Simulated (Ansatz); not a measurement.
# Sc2COF MXene monolayer in a perpendicular field

Aim: how the Sc2COF MXene monolayer screens a field along its normal, and what the field does to its bands. A positive field points along +c.

Main program and level: Ansatz 0.2.0; plane-wave DFT, PBE-D3(BJ), Ansatz PAW (set soft_1); PAW set soft_1.

### Step 1. The structure

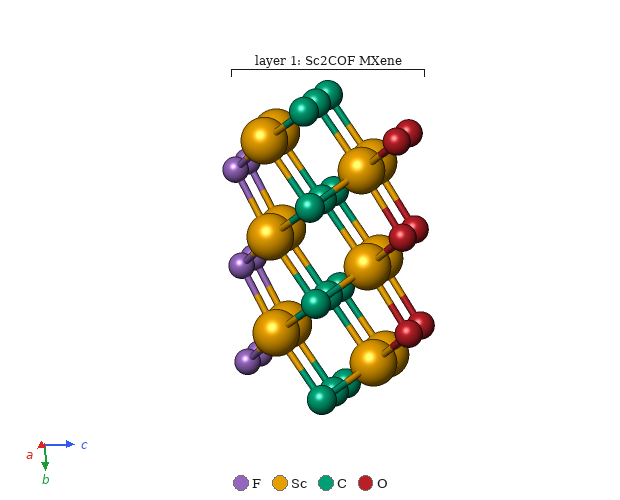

The starting structure, seen from the side, with the c axis across the page (fluorine purple, scandium orange, carbon teal, oxygen red). 2×3×1 cells are drawn. Some periodic images of atoms are drawn too.

The cell holds 5 atoms: 1 F, 2 Sc, 1 C and 1 O. Its edges and angles: a = 3.226 Å, b = 3.226 Å, c = 40.368 Å, α = 90.0°, β = 90.0°, γ = 120.0°. Vacuum lies along c.

### Step 2. Relaxation

The starting cell is a guess, so the in-plane lattice and the atoms are relaxed first, with the slab cut off from its images along the normal.

Contents of input.yaml:

```yaml
crystal:
  lattice:
    - [3.22608, 0.0, 0.0]
    - [-1.61304, 2.7938672346, 0.0]
    - [0.0, 0.0, 40.3677128248]
  atoms:
    - { symbol: F, position: [0.3333333333, 0.6666666667, 0.442185072] }
    - { symbol: Sc, position: [0.6666666667, 0.3333333333, 0.4662129331], spin: 1.0 }
    - { symbol: C, position: [0.0, 0.0, 0.4977461841] }
    - { symbol: Sc, position: [0.3333333333, 0.6666666667, 0.529279435], spin: 1.0 }
    - { symbol: O, position: [0.6666666667, 0.3333333333, 0.557814928] }
  periodic: [true, true, false]
magnetization:
  spin_polarized: true
kpoints:
  mp_grid: { grid: [12, 12, 1] }
hamiltonian:
  xc: pbe
  dispersion: d3bj
  pseudopotentials: { kind: paw, azcp: { folder: soft_1 } }
scf:
  occupations: { method: fermi_dirac, width: 0.05 }
  convergence: { dr2_threshold: 1.0e-09 }
relax:
  f_tol: 0.004
  max_steps: 90
  cell: {}
output:
  write_potential: true
  write_density: true
  volumetric_format: npy
```

Launch:

```console
$ ansatz run input.yaml --threads 2 --pin off --max-ram 3072MiB --backend cpu --events-out ev --progress --plain --runs-dir out
```

Numbers of over 12 decimals in the logs are rounded to 6 here.

The log of the run:

```text
Warning: relax.cell: scf.convergence.dr2_threshold = 1e-9 eV is looser than the 2.32404861072e-10 eV advised for a relaxation that steers and ends on the stress (1e-10 eV for each atom of the cell: 5, times the square of relax.cell.stress_2d_tol = 0.05 N/m over 14.7 Å (the atoms' height at the walk's start and 5 Å past either face), 3.409e-2 GPa, over a crystal's default 0.05). What an SCF threshold leaves in a stress goes as its square root, and in the free energy as the threshold itself, and one threshold admits the most on a small cell: [figures from the program's tests cut] Set scf.convergence.dr2_threshold to 2.32404861072e-10 eV or tighter. [rest of the remark cut]
Engine: ansatz 0.2.0, aarch64-unknown-linux-gnu
Pseudopotentials: kind: paw
Pseudopotential: F, paw, valence charge 7, recommended cutoff 420 eV (normal), soft_1/F.paw.azcp
Pseudopotential: Sc, paw, valence charge 11, recommended cutoff 420 eV (normal), soft_1/Sc.paw.azcp
Pseudopotential: C, paw, valence charge 4, recommended cutoff 420 eV (normal), soft_1/C.paw.azcp
Pseudopotential: O, paw, valence charge 6, recommended cutoff 420 eV (normal), soft_1/O.paw.azcp
Functional definition: PBE
  parameter kappa = 0.804
  parameter beta = 0.066725
  exchange = pbe_x(kappa = kappa, mu = beta*pi^2/3)
  correlation = pbe_c(beta = beta)
Crystal: 5 atoms, lattice volume = 363.844 Å³
Basis set: ecut = 420 eV, 7215 PW (Γ), exchange–correlation on 48×48×540 points (8 copies of the dense FFT grid, shifted against one another)
Bands: 26, of which v1, the nominal top of the filled ones, is band 20 counted from 1 (19 counted from 0)
Symmetry: 6 space group operations
Space group: P3m1 (ITA 156), of the structure as read, at distance tolerance 7.1e-5 Å
Magnetic group: BNS 156.49 (UNI 1279), of the structure as read, at distance tolerance 7.1e-5 Å
k-points: 19 of 144 (time reversal used)
Non-local potential: F, projectors of the file, l = 0: 2, l = 1: 2, l = 2: 1
Non-local potential: Sc, projectors of the file, l = 0: 3, l = 1: 2, l = 2: 3, l = 3: 1
Non-local potential: C, projectors of the file, l = 0: 2, l = 1: 2, l = 2: 1
Non-local potential: O, projectors of the file, l = 0: 2, l = 1: 2, l = 2: 1
PAW form: soft (Blöchl's): semilocal exchange-correlation on the pseudo side does not see the compensation charge
PAW one-centre angular grid: F, 110 points (default); XC on 64 Gauss nodes
PAW one-centre angular grid: Sc, 590 points (default); XC on 64 Gauss nodes
PAW one-centre angular grid: C, 110 points (default); XC on 64 Gauss nodes
PAW one-centre angular grid: O, 110 points (default); XC on 64 Gauss nodes
Initial density: superposition of atomic densities (neutral atoms: chi_scale 0, normalization atom)
Starting moments: Σ|m| = 2 μB on 2 of 5 sites
Initial wavefunctions: pseudopotential atomic-orbital guess
Functional: x = pbe(κ = 0.804, μ = 0.219515), c = pbe(β = 0.066725)
SCF iter   1: F=—  HF=-5907.388085 eV  |F-HF|=—  |Δ(HF+E_count)|=         —  Δρ=3.54e-2 (↑3.54e-2 ↓2.46e-2)  dr2=1.95e1  dr2_m=5.96e-1  M=0.394 μB ∫|m|=0.433 μB  β_m=0.30  ethr=3.10e-3  ⟨swp⟩=11.8  Hψ=6821  notcnv=0
Mixer restart at iter 1: flushing history
preconditioner: auto → LDOS  [metal: Δε(μ)=0.040 eV  Ē_g=18.137 eV  σ=0.050 eV  W_gap=0.20  n_scr=24 (ndim 8)  ℏωp=11.5 eV  f_vac=0.794  D(μ)=4.17/eV (n_scr^D=18)]
spin=Collinear: LDOS preconditioning applied to the charge; magnetization (m = ρ↑ − ρ↓) channel mixes plain (no charge-response kernel on spin).
SCF iter   2: F=—  HF=-5905.118084 eV  |F-HF|=—  |Δ(HF+E_count)|=    2.27e0  Δρ=2.49e-2 (↑2.49e-2 ↓1.72e-2)  dr2=1.09e1  dr2_m=2.97e-1  M=0.384 μB ∫|m|=0.416 μB  β_m=0.54  ethr=3.10e-3  ⟨swp⟩=3.6  Hψ=2375  notcnv=0  defer=71
SCF iter   3: F=—  HF=-5903.388968 eV  |F-HF|=—  |Δ(HF+E_count)|=    1.73e0  Δρ=8.40e-3 (↑8.40e-3 ↓8.18e-3)  dr2=1.72e0  dr2_m=1.34e-2  M=0.301 μB ∫|m|=0.307 μB  β_m=0.64  ethr=3.10e-3  ⟨swp⟩=6.3  Hψ=2872  notcnv=0  defer=72
SCF iter   4: F=—  HF=-5903.239191 eV  |F-HF|=—  |Δ(HF+E_count)|=   1.50e-1  Δρ=3.44e-3 (↑2.87e-3 ↓3.44e-3)  dr2=1.75e-1  dr2_m=1.75e-3  M=0.262 μB ∫|m|=0.282 μB  β_m=0.68  ethr=3.10e-3  ⟨swp⟩=3.7  Hψ=1807  notcnv=0  defer=77
SCF iter   5: F=—  HF=-5903.234771 eV  |F-HF|=—  |Δ(HF+E_count)|=         —  Δρ=1.35e-3 (↑1.22e-3 ↓1.35e-3)  dr2=1.24e-2  dr2_m=2.76e-3  M=0.347 μB ∫|m|=0.367 μB  β_m=0.68  ethr=4.48e-4  ⟨swp⟩=4.1  Hψ=2121  notcnv=0  defer=78
SCF iter   6: F=—  HF=-5903.245019 eV  |F-HF|=—  |Δ(HF+E_count)|=   1.02e-2  Δρ=1.02e-3 (↑1.02e-3 ↓8.93e-4)  dr2=1.54e-3  dr2_m=2.79e-3  M=0.406 μB ∫|m|=0.430 μB  β_m=0.84  ethr=3.18e-5  ⟨swp⟩=3.9  Hψ=2239  notcnv=0  defer=75
SCF iter   7: F=—  HF=-5903.246316 eV  |F-HF|=—  |Δ(HF+E_count)|=   1.30e-3  Δρ=9.44e-4 (↑6.79e-4 ↓9.44e-4)  dr2=8.98e-4  dr2_m=2.15e-3  M=0.484 μB ∫|m|=0.513 μB  β_m=0.86  ethr=3.95e-6  ⟨swp⟩=3.5  Hψ=2153  notcnv=0  defer=79
SCF iter   8: F=—  HF=-5903.246520 eV  |F-HF|=—  |Δ(HF+E_count)|=   2.04e-4  Δρ=4.50e-4 (↑3.19e-4 ↓4.50e-4)  dr2=1.61e-4  dr2_m=4.72e-4  M=0.552 μB ∫|m|=0.592 μB  β_m=0.96  ethr=2.30e-6  ⟨swp⟩=3.7  Hψ=2188  notcnv=0  defer=75
SCF iter   9: F=—  HF=-5903.246637 eV  |F-HF|=—  |Δ(HF+E_count)|=   1.17e-4  Δρ=2.47e-4 (↑1.31e-4 ↓2.47e-4)  dr2=1.80e-4  dr2_m=7.76e-5  M=0.587 μB ∫|m|=0.640 μB  β_m=0.80  ethr=4.13e-7  ⟨swp⟩=3.7  Hψ=2300  notcnv=0  defer=75
SCF iter  10: F=—  HF=-5903.246637 eV  |F-HF|=—  |Δ(HF+E_count)|=   1.55e-7  Δρ=4.60e-5 (↑3.24e-5 ↓4.60e-5)  dr2=1.29e-5  dr2_m=1.90e-6  M=0.580 μB ∫|m|=0.630 μB  β_m=0.82  ethr=4.13e-7  ⟨swp⟩=3.0  Hψ=1947  notcnv=0  defer=75
SCF iter  11: F=—  HF=-5903.246642 eV  |F-HF|=—  |Δ(HF+E_count)|=   4.90e-6  Δρ=1.23e-5 (↑1.23e-5 ↓1.21e-5)  dr2=1.13e-6  dr2_m=3.39e-7  M=0.579 μB ∫|m|=0.629 μB  β_m=0.83  ethr=3.32e-8  ⟨swp⟩=2.8  Hψ=1657  notcnv=0  defer=73
SCF iter  12: F=—  HF=-5903.246643 eV  |F-HF|=—  |Δ(HF+E_count)|=   6.04e-7  Δρ=5.10e-6 (↑5.03e-6 ↓5.10e-6)  dr2=8.43e-8  dr2_m=6.41e-8  M=0.578 μB ∫|m|=0.628 μB  β_m=0.82  ethr=2.89e-9  ⟨swp⟩=3.5  Hψ=2035  notcnv=0  defer=73
SCF iter  13: F=—  HF=-5903.246643 eV  |F-HF|=—  |Δ(HF+E_count)|=   1.39e-7  Δρ=1.18e-6 (↑1.04e-6 ↓1.18e-6)  dr2=8.06e-9  dr2_m=1.05e-9  M=0.578 μB ∫|m|=0.629 μB  β_m=0.78  ethr=2.16e-10  ⟨swp⟩=3.1  Hψ=1988  notcnv=0  defer=73
SCF iter  14: F=—  HF=-5903.246643 eV  |F-HF|=—  |Δ(HF+E_count)|=   4.04e-8  Δρ=5.80e-7 (↑3.46e-7 ↓5.80e-7)  dr2=1.97e-9  dr2_m=3.24e-10  M=0.578 μB ∫|m|=0.629 μB  β_m=0.77  ethr=2.07e-11  ⟨swp⟩=2.8  Hψ=1873  notcnv=0  defer=73
[...]
relax step   4: F+E_penalty+E_count = -5904.42949536 eV  Δ(F+E_penalty+E_count) = -4.328e-2 eV  max|allowed force component| = 2.346e-1 eV/Å  Δτ_max = 0.0458 Å  P = -0.089 N/m  Ω = 364.795 Å³  energy of the carried Pulay correction = -2.563e-4 eV  fix = [c, alpha, beta]  reactions: c -0.000 N/m  (12 SCF iters, accepted)
[...]
relax step   5: F+E_penalty+E_count = -5904.43122721 eV  Δ(F+E_penalty+E_count) = -1.732e-3 eV  max|allowed force component| = 8.838e-2 eV/Å  Δτ_max = 0.0133 Å  P = -0.485 N/m  Ω = 366.634 Å³  energy of the carried Pulay correction = -7.502e-4 eV  fix = [c, alpha, beta]  reactions: c -0.000 N/m  (10 SCF iters, accepted)
[...]
relax step   6: F+E_penalty+E_count = -5904.43215786 eV  Δ(F+E_penalty+E_count) = -9.307e-4 eV  max|allowed force component| = 5.474e-2 eV/Å  Δτ_max = 0.0081 Å  P = -0.051 N/m  Ω = 365.483 Å³  energy of the carried Pulay correction = -4.415e-4 eV  fix = [c, alpha, beta]  reactions: c -0.000 N/m  (9 SCF iters, accepted)
[...]
relax step   7: F+E_penalty+E_count = -5904.43234863 eV  Δ(F+E_penalty+E_count) = -1.908e-4 eV  max|allowed force component| = 5.365e-3 eV/Å  Δτ_max = 0.0031 Å  P = -0.012 N/m  Ω = 365.474 Å³  energy of the carried Pulay correction = -4.389e-4 eV  fix = [c, alpha, beta]  reactions: c -0.000 N/m  (9 SCF iters, accepted)
[...]
relax step   8: F+E_penalty+E_count = -5904.43235110 eV  Δ(F+E_penalty+E_count) = -2.470e-6 eV  max|allowed force component| = 9.703e-4 eV/Å  Δτ_max = 0.0007 Å  P = -0.000 N/m  Ω = 365.477 Å³  energy of the carried Pulay correction = -4.398e-4 eV  fix = [c, alpha, beta]  reactions: c -0.000 N/m  (5 SCF iters, accepted)
Initial wavefunctions: pseudopotential atomic-orbital guess (no wavefunctions were taken with the density)
iter 1 solved again at ethr=6.56e-8 eV; its pass at ethr=3.10e-3 eV (dr2=2.56e-5 eV) is discarded
SCF iter   1: F=—  HF=-5904.432734 eV  |F-HF|=—  |Δ(HF+E_count)|=         —  Δρ=8.33e-6 (↑8.33e-6 ↓8.04e-6)  dr2=9.34e-8  dr2_m=1.50e-9  M=0.806 μB ∫|m|=0.819 μB  β_m=0.65  ethr=6.56e-8  ⟨swp⟩=7.4  Hψ=10950  notcnv=0
spin=Collinear: LDOS preconditioning applied to the charge; magnetization (m = ρ↑ − ρ↓) channel mixes plain (no charge-response kernel on spin).
SCF iter   2: F=—  HF=-5904.432791 eV  |F-HF|=—  |Δ(HF+E_count)|=   5.72e-5  Δρ=3.07e-6 (↑3.07e-6 ↓2.97e-6)  dr2=5.09e-8  dr2_m=1.48e-10  M=0.806 μB ∫|m|=0.819 μB  β_m=0.49  ethr=2.39e-10  ⟨swp⟩=3.6  Hψ=2396  notcnv=0
SCF iter   3: F=—  HF=-5904.432813 eV  |F-HF|=—  |Δ(HF+E_count)|=   2.15e-5  Δρ=1.67e-6 (↑1.67e-6 ↓1.64e-6)  dr2=1.56e-8  dr2_m=2.96e-11  M=0.806 μB ∫|m|=0.819 μB  β_m=0.69  ethr=1.31e-10  ⟨swp⟩=2.1  Hψ=1272  notcnv=0
SCF iter   4: F=—  HF=-5904.432832 eV  |F-HF|=—  |Δ(HF+E_count)|=   1.88e-5  Δρ=4.10e-7 (↑4.10e-7 ↓2.48e-7)  dr2=9.77e-10  dr2_m=1.10e-10  M=0.806 μB ∫|m|=0.819 μB  β_m=0.63  ethr=4.00e-11  ⟨swp⟩=3.3  Hψ=1629  notcnv=0
SCF iter   5: F=-5904.432832 eV  HF=-5904.432832 eV  |F-HF|=1.42e-7  |Δ(HF+E_count)|=   1.08e-7  Δρ=1.34e-7 (↑1.34e-7 ↓8.95e-8)  dr2=2.46e-10  dr2_m=1.17e-11  M=0.806 μB ∫|m|=0.819 μB  ethr=2.51e-12  ⟨swp⟩=11.6  Hψ=7407  notcnv=0
SCF 9 converged in 5 iterations: F = -5904.432832 eV  dr2 = 2.46e-10
relax step   9: F+E_penalty+E_count = -5904.43283172 eV  Δ(F+E_penalty+E_count) = -4.806e-4 eV  max|allowed force component| = 9.074e-4 eV/Å  Δτ_max = 0.0000 Å  P = +0.014 N/m  Ω = 365.477 Å³  fix = [c, alpha, beta]  reactions: c +0.000 N/m  stress off target by 1.44e-2 N/m on what of the cell is left free  SCF on the basis re-selected at this cell (its energy is not comparable with the rows above)  (5 SCF iters)
basis re-selected at this cell: Δ(F+E_penalty+E_count) = -4.806e-4 eV, ΔP = +0.015 N/m vs the last step (what re-selecting the basis moved, of the pressure what is left beyond the Pulay correction that the steps carried, after the strain that the cell walked since its last selection, with what the two solves' SCF thresholds leave and, on support functions, any second-order correction that the steps lacked; it is no m [...]
WARN: The output density's exchange-correlation potential varies sharply where the density is thin. Do not read a vacuum level from v_tot or v_xc, or from such a field of the output density. On a cell that repeats whose density bears no net charge and no dipole along the vacuum's axis use v_es (v_loc + v_h of the components); under efield.dipole_correction with no amplitude use v_es + v_field, which holds any externa [...]
SCF converged after 5 iterations
Magnetization: 0.8062 μB (19.9031 up, 19.0969 down)
Absolute magnetization: 0.8205 μB (∫|ρ↑−ρ↓|, with the PAW one-centre terms)
Spin contamination: 0.0051 ħ² per cell (⟨S²⟩ above its minimum at these occupations)
Per-site moments (μB) at R_I (Å): [(0.00922923, 0.908356), (0.081169, 0.908356), (0.456904, 0.924901), (0.00432489, 0.828635), (0.037665, 0.828635)]
Free energy (F): -5904.432832 eV
Harris-Foulkes:  -5904.432832 eV  (|F-HF|=1.42e-7)
Internal energy: -5904.416166 eV  (E = F + TS)
E sigma→0 (E₀):  -5904.424499 eV
Entropy (-TS):   -0.016665 eV (-3.333 meV/atom)
Fermi energy:    -5.994074 eV
--- Per-component energies (eV) ---
  E_band       = -899.134385
  E_kinetic    = 866.900559
  E_local      = -123912.621196  (includes V_loc(G=0)·N_el)
  E_nonlocal   = 444.124165
  E_hartree    = 61314.521645
  E_xc         = -369.153124
  E_vxc        = -461.480260  (∫ρ·V_xc dr)
  E_paw        = -2446.259750  (= ΣΔE_a)
  E_vpaw       = -465.102111  (= ΣTr[D̂ρ^β])
  E_aug_tail   = 0.001586  (compensation charges beyond the density's cutoff)
  E_ewald      = 58198.950667
  E_disp       = -0.880717  (pairwise vdW)
  E_smearing   = -0.016665  (= −TS)
  E_closure    = 0.000000  (closes the sum)
  Σ components = -5904.432832   (vs F -5904.432832, Δ=0.00e0)
--- Forces (eV/Å), atoms counted from 1 ---
  atom   1  F      0.00000000     0.00000000     0.00001470
  atom   2  Sc    -0.00000000    -0.00000000    -0.00065809
  atom   3  C     -0.00000000    -0.00000000     0.00090586
  atom   4  Sc    -0.00000000    -0.00000000    -0.00021914
  atom   5  O      0.00000000     0.00000000    -0.00005117
  max |Σ_I F_I| component: 7.83e-6 eV/Å
--- 2D stress c σ (N/m, compression-positive) ---
        0.014424      -0.000000       0.000000
       -0.000000       0.014424      -0.000000
        0.000000      -0.000000       0.000000
  P = ½ c Tr σ = 0.0144 N/m
--- Band table (eV; the first three rows and the last of 38) ---
  k-point 0 ↑: bands = [... 16 lower, -8.7939, -6.9500, -5.8219, -5.8219, -2.8486, -2.8486, -2.5720, -1.7541, ... 2 higher]
  k-point 1 ↑: bands = [... 16 lower, -8.7445, -6.9124, -6.0203, -5.8843, -2.9578, -2.7643, -2.4582, -1.7927, ... 2 higher]
  k-point 2 ↑: bands = [... 16 lower, -8.6110, -7.0215, -6.3333, -6.0341, -3.1358, -2.5390, -2.3906, -1.8574, ... 2 higher]
  k-point 18 ↓: bands = [... 16 lower, -8.2442, -7.5670, -6.8580, -6.3045, -2.7090, -2.2273, -1.9368, -1.4191, ... 2 higher]
  the weakly bound empty levels are not read free of the cell's end (no_gap_told)
--- Relaxed structure (8 steps of the walk, 8 accepted, 1 SCFs on fresh bases) ---
  F+E_penalty+E_count = -5904.43283172 eV   max|allowed force component| = 9.074e-4 eV/Å   (the final SCF, on the basis selected at the relaxed cell)
  cell:  # Å, volume = 365.4769 Å³
    - [3.233312, 2.676308221973165e-19, 0]
    - [-1.616656, 2.800130, 0]
    - [0, 0, 40.3677128248]
  atoms:
    - { symbol: F, position: [0.333333, 0.666667, 0.436763] }
    - { symbol: Sc, position: [0.666667, 0.333333, 0.465699] }
    - { symbol: C, position: [-5.9256694217581585e-19, 0, 0.496467] }
    - { symbol: Sc, position: [0.333333, 0.666667, 0.537965] }
    - { symbol: O, position: [0.666667, 0.333333, 0.556345] }
```

It took 3.4 min on 2 threads of Arm Neoverse V1, shared host; peak memory 0.74 GiB; 6.8 min of CPU time.

Relaxation path:

```tsv
step	energy less that of the first step (eV)	largest force component (eV/Å)	volume (Å³)
1	0.0000	4.7095	363.84
2	-0.9340	2.2847	366.24
3	-1.1396	0.9609	358.58
4	-1.1829	0.2346	364.79
5	-1.1846	0.0884	366.63
6	-1.1855	0.0547	365.48
7	-1.1857	0.0054	365.47
8	-1.1857	0.0010	365.48
9*	-1.1862	0.0009	365.48
```

Relaxation steps marked * repeat the geometry before them on a plane-wave basis chosen anew for their cell, so energy and pressure can jump there.

The run keeps the 6 symmetry operations that it works with, so distortions that break them were not tested.

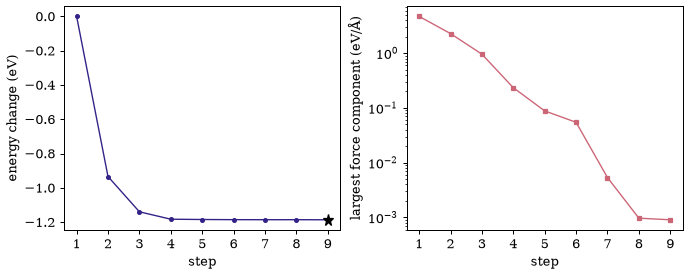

Energy and largest force along the relaxation. Stars mark steps on a basis chosen anew.

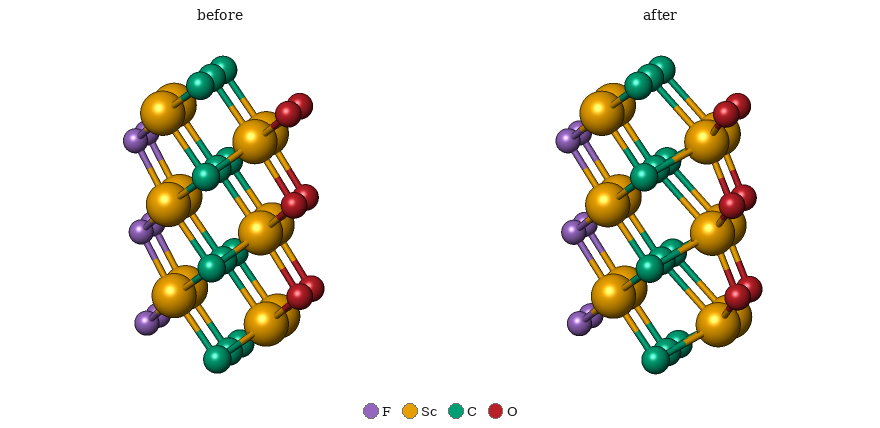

Before and after, at one scale.

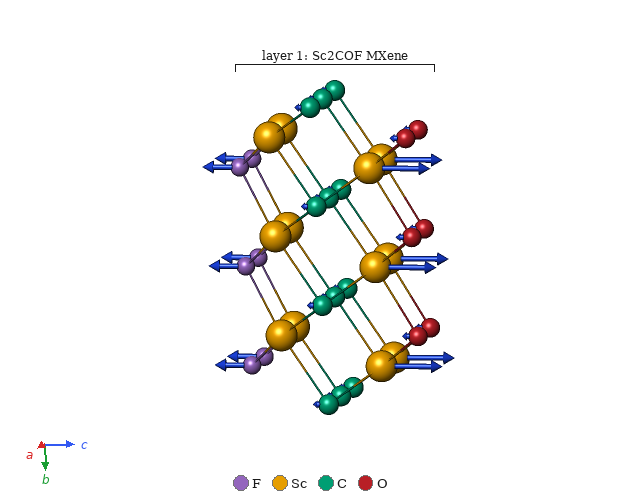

Displacements in the relaxation, exaggerated, measured against the changing cell; the longest in the cell stands for 0.35 Å. 2×3×1 cells are drawn. Some periodic images of atoms are drawn too.

```tsv
cell as run	before	after	change
a (Å)	3.226	3.233	+0.2 %
b (Å)	3.226	3.233	+0.2 %
```

The atoms that moved most (Å, along periodic axes as changes of fractional coordinates times the final cell, across vacuum about the mean position):

```tsv
atom	dx	dy	dz	length
Sc4	0.000	0.000	0.351	0.351
F1	0.000	0.000	-0.219	0.219
O5	0.000	0.000	-0.059	0.059
C3	0.000	0.000	-0.052	0.052
Sc2	0.000	0.000	-0.021	0.021
```

The relaxed structure:

```xyz
5
Lattice="3.2333 0.0000 0.0000 -1.6167 2.8001 0.0000 0.0000 0.0000 40.3677" Properties=species:S:1:pos:R:3
F     0.0000    1.8668   17.6311
Sc    1.6167    0.9334   18.7992
C     0.0000    0.0000   20.0412
Sc    0.0000    1.8668   21.7164
O     1.6167    0.9334   22.4584
```

Numbers from this step:

```yaml
energy_at_zero_smearing: -5904.4245 eV
total_moment: 0.8062 μB
site_moments: 0.009229, 0.08117, 0.4569, 0.004325, 0.03767 μB
```

Site moment by atom:

```tsv
atom	site moment (μB)
F1	0.009
Sc2	0.081
C3	0.457
Sc4	0.004
O5	0.038
```

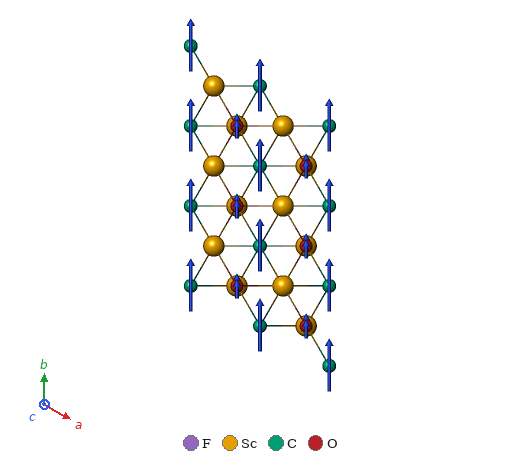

Site moment as arrows, the longest 0.457 μB. Up and down stand for the sign. Arrows give size and sign along the axis of quantisation, drawn up and down the page. Each arrow also spans its atom, so small moments look longer than they are. F lies hidden behind other atoms in this view. 2×3×1 cells are drawn. Some periodic images of atoms are drawn too.

The lattice constant a goes from 3.226 to 3.233 Å.

(Continued in part 2 of 2.)

[Logs are printed without paths, hosts, clocks, repeated set-up lines and the standing remarks that a program may print on its own settings, such as how far it seeks lower states.]

[Hosts, paths, dates, database ids (printed as entryN), source tags and the programs' standing remarks are cut or masked in the printed files.]

[Maps of the electrostatic potential energy from Ansatz leave out the sawtooth potential of an applied field or a dipole correction, so their vacuum need not be flat; planar profiles and work functions include it.]
